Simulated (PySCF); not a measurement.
**NMR shielding calculation, with input and output: C₁₀H₂₆N₂Si**

C₁₀H₂₆N₂Si (SiMe2(NEt2)2), computed with GIAO PBE0/pcSseg-1 NMR shielding, non-relativistic, gas phase (PySCF 2.14.0).

The geometry comes from this level: PBE0-D3(BJ)/def2-SVP. It belongs to a series of runs on one base structure; here: two ligands: Cl to NEt2. Figures and captions count atoms from 1; the log counts them from 0 in places.

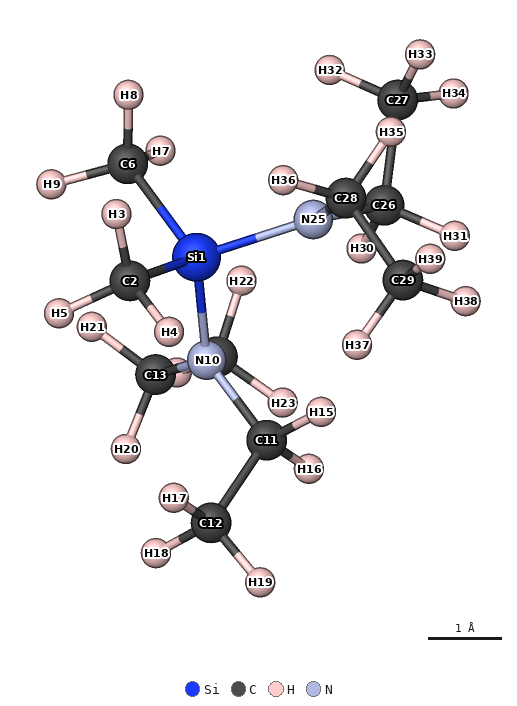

The structure as given in the input (ball-and-stick view, seen at a tilt; atoms are numbered from 1 in the order of the input). Bond lengths as drawn: C–C 1.52 Å, C–H 1.10 to 1.11 Å, C–N 1.45 Å, C–Si 1.88 Å and N–Si 1.74 to 1.75 Å.

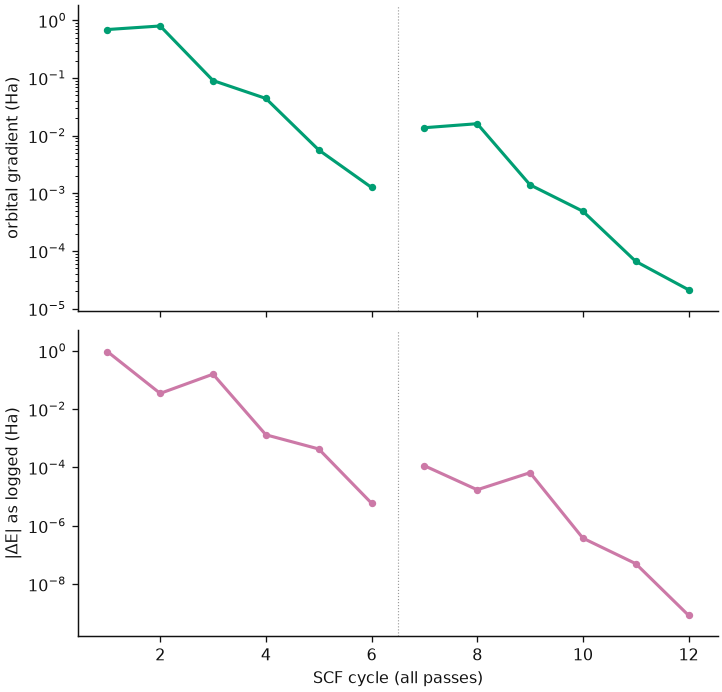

Convergence of the self-consistent field: orbital gradient and size of the energy change against the SCF cycle. The dotted line marks the change from a coarse to the final integration grid. The first 6 cycles use a coarse grid, the final grid takes over at cycle 7, and the field converges after 12 cycles in all.

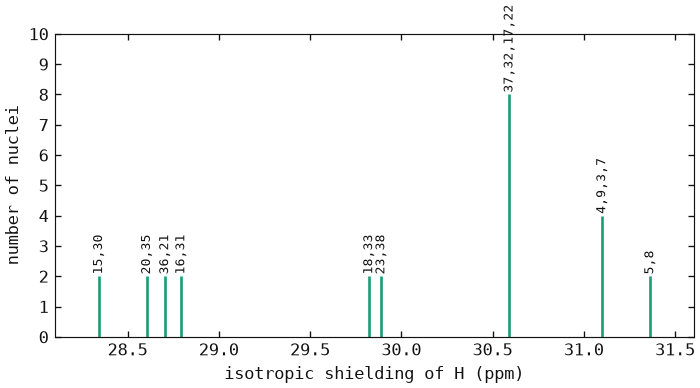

Isotropic shieldings of the hydrogen nuclei in this fixed geometry, labelled by atom number; shielding grows to the right, so chemical shift grows to the left. The least shielded is H15 (28.3 ppm), the most shielded H8 (31.4 ppm).

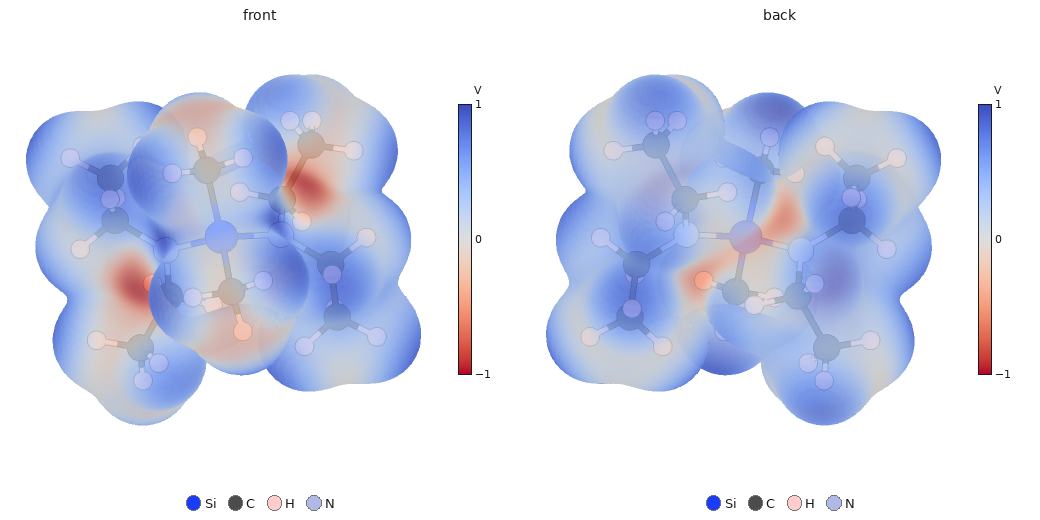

The electrostatic potential painted on the density surface at 0.004 e/bohr³, seen face on and from behind; the colour scale runs from red (negative) to blue (positive). A positive charge is drawn to the negative regions and a negative charge to the positive ones.

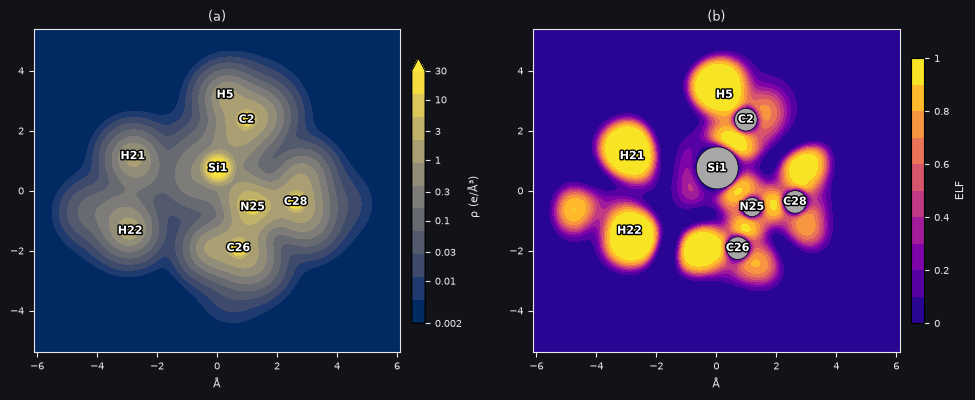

(a) electron density; (b) ELF on the plane of atoms C26, N25 and C28. Grey discs, where drawn, cover atomic cores.

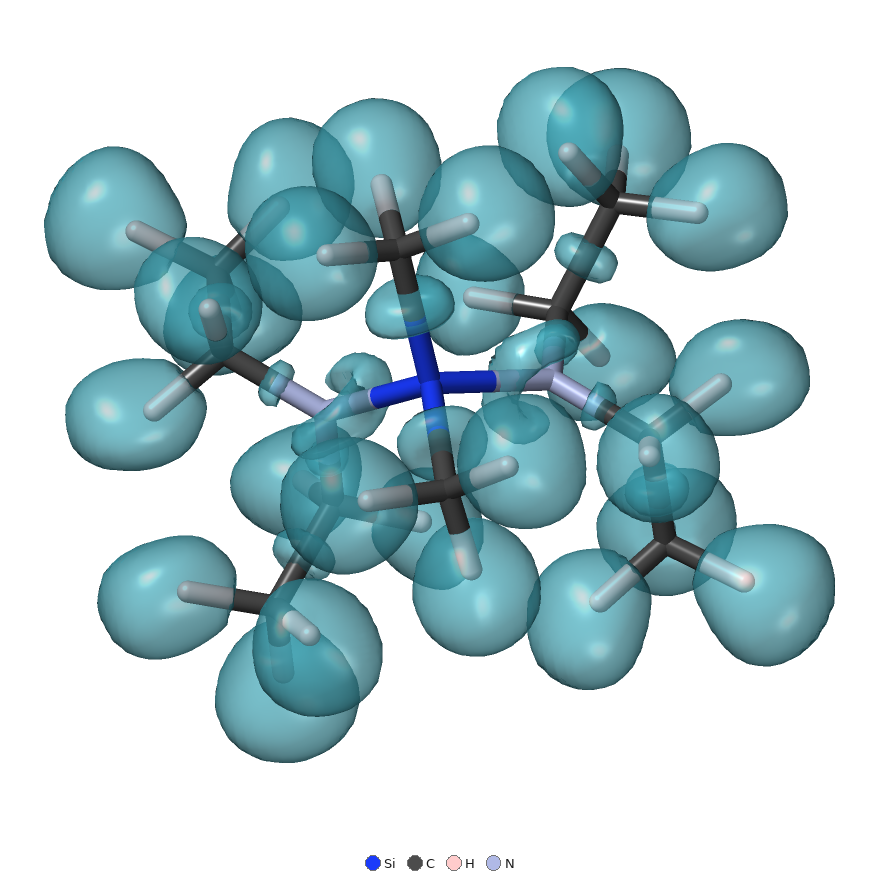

Isosurface of the electron localisation function at 0.85 (cyan), seen face on. Core shells and regions of very low density are left out. Along the contacts the grid gives the following.

The input and output of the run follow.

### Input file
```
{"job": {"kind": "nmr", "xc": "PBE0", "basis": "pcSseg-1"}, "charge": 0, "multiplicity": 1}
Si     0.828962    -0.003209     0.597460
C      0.825977    -0.094527     2.476034
H      1.445817    -0.921431     2.858252
H     -0.189900    -0.213982     2.884560
H      1.239535     0.844449     2.876535
C      2.610189     0.090365     0.001485
H      2.675372     0.218421    -1.090238
H      3.123420    -0.849704     0.258506
H      3.168625     0.913559     0.474927
N      0.002527     1.406709    -0.016899
C     -1.432383     1.522416     0.146987
C     -1.864211     2.387725     1.325483
C      0.654934     2.533437    -0.649090
C      0.555738     2.531061    -2.169988
H     -1.847705     0.507439     0.267063
H     -1.886465     1.916408    -0.782329
H     -1.501452     1.966004     2.275418
H     -1.466780     3.411618     1.243007
H     -2.961966     2.462415     1.380258
H      0.233480     3.478711    -0.257297
H      1.717027     2.554038    -0.359239
H      1.065748     1.651329    -2.593054
H     -0.493426     2.499481    -2.503301
H      1.016050     3.433716    -2.602545
N     -0.009455    -1.413519     0.003929
C     -0.275075    -1.538398    -1.415122
C      0.707068    -2.434450    -2.160686
C     -0.446473    -2.521207     0.826731
C     -1.924450    -2.471061     1.196227
H     -0.257003    -0.527649    -1.857692
H     -1.305708    -1.909599    -1.574625
H      1.730256    -2.034186    -2.092281
H      0.719764    -3.454504    -1.745546
H      0.440883    -2.512437    -3.226846
H     -0.231789    -3.475983     0.310820
H      0.153842    -2.555104     1.749540
H     -2.143760    -1.584691     1.812103
H     -2.559546    -2.417162     0.298033
H     -2.225409    -3.365319     1.765311
```

The first line tells a small driver script what to run in PySCF; the rest is the geometry in Å.

Run as:
```bash
OMP_NUM_THREADS=2 python <driver script> task.json out
```

### What the program printed
```
coarse grid: 30728 points
cycle   1  E = -794.7642006206  dE =  9.488e-01  |g| = 6.945e-01  |ddm| = 5.339e+00
cycle   2  E = -794.7294192956  dE =  3.478e-02  |g| = 8.003e-01  |ddm| = 1.468e+00
cycle   3  E = -794.8883291831  dE = -1.589e-01  |g| = 9.059e-02  |ddm| = 8.967e-01
cycle   4  E = -794.8896522795  dE = -1.323e-03  |g| = 4.431e-02  |ddm| = 1.296e-01
cycle   5  E = -794.8900846274  dE = -4.323e-04  |g| = 5.672e-03  |ddm| = 4.680e-02
cycle   6  E = -794.8900905806  dE = -5.953e-06  |g| = 1.267e-03  |ddm| = 5.986e-03
final grid: 285664 points
cycle   7  E = -794.9674247588  dE = -1.149e-04  |g| = 1.377e-02  |ddm| = 5.490e-02
cycle   8  E = -794.9674075645  dE =  1.719e-05  |g| = 1.616e-02  |ddm| = 2.900e-02
cycle   9  E = -794.9674739517  dE = -6.639e-05  |g| = 1.406e-03  |ddm| = 1.653e-02
cycle  10  E = -794.9674743280  dE = -3.763e-07  |g| = 4.902e-04  |ddm| = 1.872e-03
cycle  11  E = -794.9674743782  dE = -5.023e-08  |g| = 6.628e-05  |ddm| = 4.668e-04
cycle  12  E = -794.9674743791  dE = -8.463e-10  |g| = 2.130e-05  |ddm| = 9.787e-05
converged SCF energy = -794.9674743791

GIAO shielding tensors (ppm)
atom      isotropic    diamagn.    paramagn.     s11        s22        s33       span
  0 Si     352.950     888.611    -535.661    329.934    354.932    373.984     44.050
  1 C      184.128     260.340     -76.212    179.849    184.293    188.243      8.394
  2 H       31.096      33.476      -2.380     26.937     28.602     37.747     10.810
  3 H       31.095      35.822      -4.728     27.808     29.451     36.025      8.217
  4 H       31.359      33.544      -2.185     27.462     29.043     37.574     10.112
  5 C      184.235     260.318     -76.083    179.762    184.534    188.409      8.647
  6 H       31.107      35.849      -4.742     27.864     29.432     36.027      8.162
  7 H       31.364      33.539      -2.175     27.450     29.033     37.609     10.158
  8 H       31.095      33.513      -2.417     26.920     28.656     37.711     10.791
  9 N      210.927     337.626    -126.698    196.813    199.178    236.791     39.979
 10 C      146.481     248.549    -102.068    123.356    143.783    172.305     48.949
 11 C      168.836     248.407     -79.571    146.459    174.514    185.536     39.078
 12 C      144.639     244.268     -99.629    123.064    139.108    171.746     48.682
 13 C      168.372     249.245     -80.873    145.541    175.041    184.534     38.993
 14 H       28.339      37.705      -9.366     21.951     29.963     33.102     11.152
 15 H       28.789      35.093      -6.304     23.407     29.091     33.869     10.462
 16 H       30.582      32.571      -1.990     25.424     31.197     35.123      9.699
 17 H       29.819      30.876      -1.057     24.828     29.189     35.440     10.613
 18 H       30.606      29.137       1.469     26.196     27.019     38.602     12.406
 19 H       28.597      32.138      -3.541     22.244     29.104     34.443     12.199
 20 H       28.711      33.659      -4.948     23.381     29.719     33.034      9.653
 21 H       30.586      33.148      -2.562     26.018     30.870     34.870      8.852
 22 H       29.878      32.115      -2.237     25.534     29.392     34.707      9.173
 23 H       30.611      28.073       2.538     25.865     27.091     38.878     13.013
 24 N      211.148     337.622    -126.473    196.946    199.269    237.230     40.284
 25 C      146.311     248.525    -102.214    123.370    143.380    172.183     48.814
 26 C      168.774     248.310     -79.536    146.411    174.349    185.562     39.151
 27 C      144.526     244.285     -99.760    123.015    138.800    171.762     48.747
 28 C      168.156     249.405     -81.249    145.621    174.595    184.252     38.632
 29 H       28.344      37.637      -9.293     21.932     30.081     33.018     11.087
 30 H       28.795      35.046      -6.251     23.414     29.100     33.870     10.456
 31 H       30.576      32.472      -1.897     25.391     31.206     35.130      9.739
 32 H       29.824      30.813      -0.989     24.832     29.200     35.440     10.607
 33 H       30.600      29.065       1.535     26.165     27.027     38.607     12.442
 34 H       28.611      32.154      -3.543     22.224     29.159     34.450     12.226
 35 H       28.695      33.588      -4.892     23.430     29.580     33.075      9.645
 36 H       30.564      33.266      -2.702     26.017     30.874     34.801      8.783
 37 H       29.898      32.207      -2.309     25.676     29.346     34.673      8.997
 38 H       30.600      28.132       2.467     25.827     27.090     38.882     13.055
```

### Results in brief

- outcome: converged
- total energy: −794.967474 hartree
- HOMO: −5.85 eV
- LUMO: 1.04 eV
- dipole moment: 0.18 D
- isotropic shielding, Si: 352.9 ppm
- isotropic shielding, C: 144.5 to 184.2 ppm
- isotropic shielding, H: 28.3 to 31.4 ppm
- isotropic shielding, N: 210.9 to 211.1 ppm
- hardware: 2 CPU threads, shared host
- wall time: 97 s (CPU time 3.5 min)
- peak memory: 2.8 GiB
